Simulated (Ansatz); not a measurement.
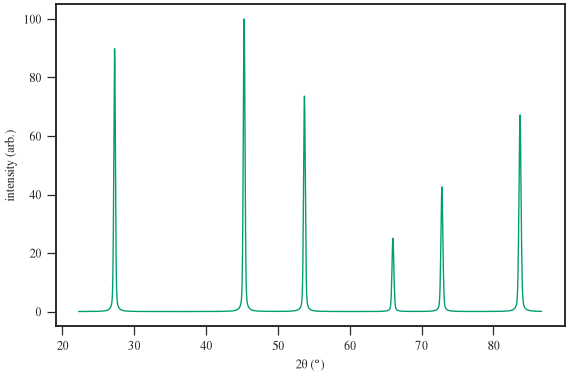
Simulated powder pattern, neutron, λ = 1.5401 Å

The pattern belongs to a structure relaxed with r²SCAN+D4 (plane waves, PAW; program Ansatz).

Question: Which of these materials gives this?
A. Tc, hcp (Mg type)
B. Pb, fcc (Cu type)
C. Ge, diamond
D. In, body-centred tetragonal

Answer: C, Ge, diamond

Space group Fd-3m (diamond). Symmetry was held in the r²SCAN+D4 relaxation. The volume moved by -24 % from the start of the relaxation.

Potentials: the earlier of the program's two PAW sets.
